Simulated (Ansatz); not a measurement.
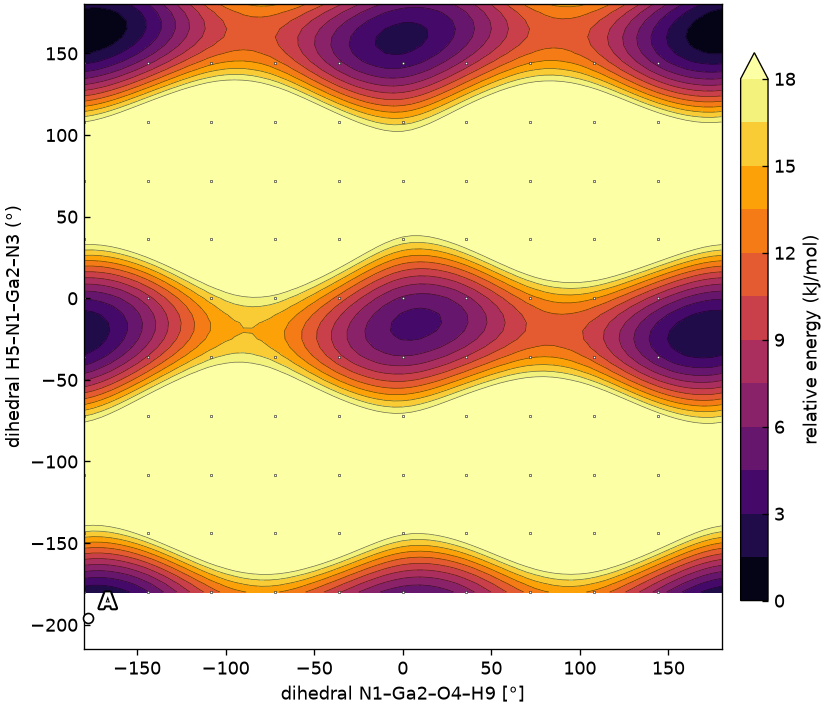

GaH5N2O, SMILES [NH2][Ga]([NH2])[OH]. First axis: dihedral N1–Ga2–O4–H9. Second axis: dihedral H5–N1–Ga2–N3. Nothing is relaxed (all other coordinates rigid). The scan uses a 10 × 10 grid. All energies are given in kJ/mol relative to the relaxed molecule at the same level. These are results of RKS PBE0-D4/def2-TZVP in Ansatz 0.2.0, not measurements.

The picture shows filled contours, dots at the grid points, one colour for all values above the top of the scale, the well A. Between grid points the surface is interpolated.

Q: Estimate the position of the minimum and the force constants in these coordinates. Take the well at A.

A: The interpolated minimum is at dihedral N1–Ga2–O4–H9 ≈ −178°, dihedral H5–N1–Ga2–N3 ≈ −196°. The curvatures there are about 0.2 eV/rad² and 0.49 eV/rad², with a cross term of about −0.07 eV/rad². Round the minimum the valley is somewhat tilted: raising dihedral N1–Ga2–O4–H9 shifts the best value of dihedral H5–N1–Ga2–N3 upwards (coupling k₁₂/√(k₁₁k₂₂) about −0.2). (1 eV is 96.5 kJ/mol.)
